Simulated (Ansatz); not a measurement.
```cif
data_structure
_symmetry_space_group_name_H-M 'P 1'
_symmetry_Int_Tables_number 1
_cell_length_a 3.9879
_cell_length_b 3.9879
_cell_length_c 9.6320
_cell_angle_alpha 90.000
_cell_angle_beta 90.000
_cell_angle_gamma 90.000
_cell_volume 153.18
loop_
_atom_site_label
_atom_site_type_symbol
_atom_site_fract_x
_atom_site_fract_y
_atom_site_fract_z
_atom_site_occupancy
La1 La 0.00000 0.50000 0.28263 1
La2 La 0.50000 0.00000 0.71737 1
Si1 Si 0.00000 0.00000 0.00000 1
Si2 Si 0.50000 0.50000 0.00000 1
Se1 Se 0.00000 0.50000 0.62144 1
Se2 Se 0.50000 0.00000 0.37856 1
```

Space group P4/nmm; built by placing these elements on a known structure type.

The calculation used DFT, PAW plane waves, r2SCAN in Ansatz 0.2.0.

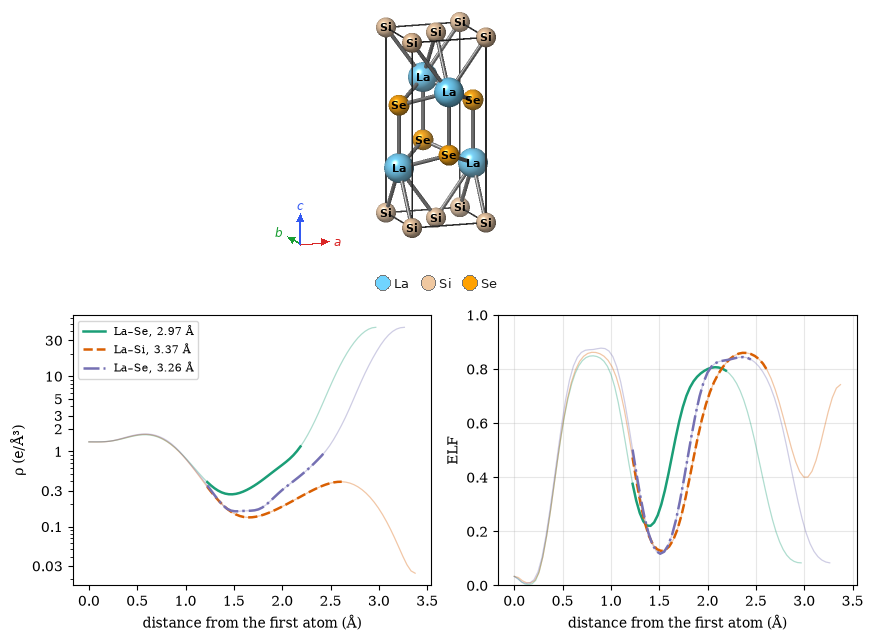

LaSiSe. Valence electron density and ELF along straight lines between neighbouring atoms. Thin, pale parts lie inside the atomic spheres. The structure is drawn too.

The density is the valence pseudo-density of a PAW calculation; it isn't the true density close to the nuclei.

Q: Compare the contacts.

A: La–Se (2.97 Å): ρ is about 0.27 e/Å³ halfway; the ELF is about 0.25 at the midpoint; no localised pair shows between them.
La–Si (3.37 Å): ρ at the midpoint is about 0.13 e/Å³; the ELF peaks at about 0.85 in the valence shell of Si, 1.0 Å from its nucleus, and drops to about 0.15 between the two atoms.
La–Se (3.26 Å): ρ is about 0.16 e/Å³ halfway; the ELF is about 0.20 at the midpoint; no localised pair shows between them.
